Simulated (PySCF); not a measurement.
C6H9AlO (SMILES C#C/C(OC)=[C](/C)[AlH2])

The calculation's input:

```
{"job": {"kind": "nmr", "xc": "PBE0", "basis": "pcSseg-1"}, "charge": 0, "multiplicity": 1}
C     -0.821717     2.557462     0.151542
C     -0.384110     1.438729     0.070863
C      0.218495     0.156314    -0.037350
O      1.563450     0.052718    -0.265831
C      2.295807     1.245999    -0.385194
C     -0.569004    -0.938072     0.089586
C      0.030518    -2.317674    -0.019239
Al    -2.509034    -0.775132     0.424054
H     -1.251831     3.511802     0.230040
H      3.328361     0.948647    -0.563237
H      1.939697     1.853143    -1.224023
H      2.239360     1.844393     0.530106
H     -0.755812    -3.066737     0.112638
H      0.498608    -2.463633    -0.992841
H      0.795249    -2.470103     0.742344
H     -3.320421     0.535990     0.573987
H     -3.304612    -2.101816     0.552645
```

Run with:

```sh
OMP_NUM_THREADS=1 python probes_run.py task.json out
```

Geometry: GFN2-xTB.

The calculation used PBE0/pcSseg-1, SCF density, gas phase, non-relativistic in PySCF 2.14.0.

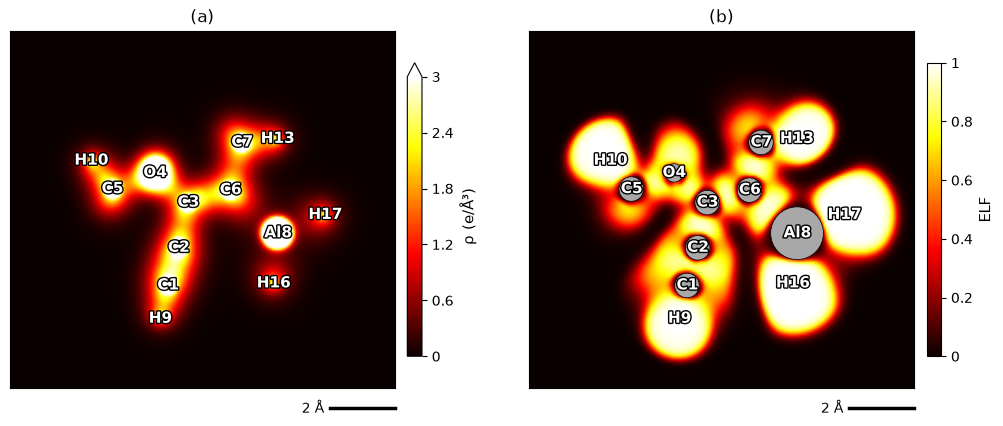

Figure 1. (a) electron density; (b) ELF on the plane of atoms H16, Al8 and H17. Grey discs cover the atomic cores in the ELF map.

Interpret the plot.

Answer.
- The plane passes through C, O, Al and H nuclei.
- C–C (1.20 Å): ρ at the midpoint is about 2.7 e/Å³; the ELF peaks at about 0.85 between the atoms (a multiple bond).
- C–O (1.37 Å): ρ at the midpoint is about 2.3 e/Å³, with its minimum of 1.9 e/Å³ about 0.5 Å from C; the ELF peaks at about 0.90 between the atoms; a polar covalent bond.
- C–Al (1.98 Å): the density is about 0.69 e/Å³ at the midpoint; the ELF peaks at about 0.95 between the atoms; a polar covalent bond.
- C–H (1.05 Å): ρ at the midpoint is about 2.2 e/Å³; the ELF climbs to about 1 towards the hydrogen, as it does in any bond to H (a covalent bond by its length).
- C–C (1.35 Å): ρ at the midpoint is about 2.2 e/Å³; the ELF peaks at about 0.95 between the atoms: a covalent bond.
- The ELF also peaks beside O4, away from the bonds: lone-pair regions.

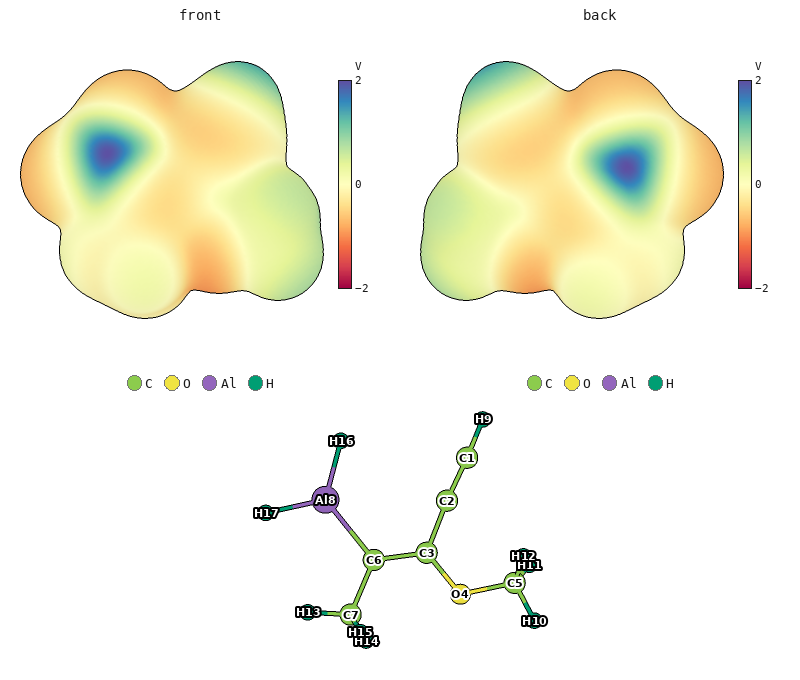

Figure 2. The electrostatic potential painted on the density surface at 0.001 e/bohr³, seen from the front and from behind; red is negative and blue positive. The bare structure is drawn below in the same view.

Describe the electrostatic potential map.

Answer. The most negative region (about −0.9 V) lies over O4, the most positive (about +1.9 V) over Al8.

How polar is the molecule by this calculation?

Answer. Its dipole moment is 2.38 D.
